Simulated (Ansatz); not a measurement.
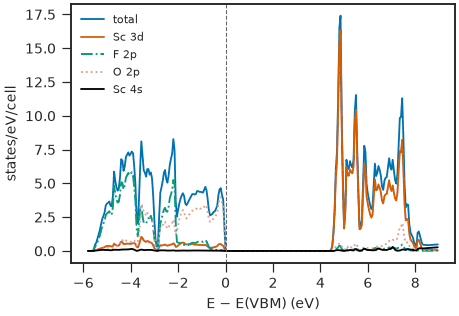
Fig. 1. Total and projected density of states of ScOF in space group P4/nmm (No. 129; Sc on 2c, O on 2b, F on 2a), the program Ansatz at the PBEsol level (PAW)

Q: Which orbitals carry the states next to the gap?

A: Top 1 eV of the valence band: O 2p 81 %, Sc 3d 10 %, F 2p 7 %. Bottom 1 eV of the conduction band: Sc 3d 92 %. Projections are on Löwdin-orthogonalised atomic valence shells; empty p or d shells of many metals are not among them.

Q: Where is the tallest occupied peak in this window, and what makes it?

A: Near -2.2 eV, about 8.3 states/eV per cell; the largest projected share is F 2p.

The workflow started from a Materials Project entry (that database holds measured and hypothetical structures alike); the Crystallography Open Database copy checked does not list it. Its standing as an ambient phase is unchecked. The PBEsol relaxation kept the symmetry of its start. At this level the phase is dynamically unstable (imaginary phonons). No spin polarisation was allowed.

Potentials: the later of the program's two PAW sets.
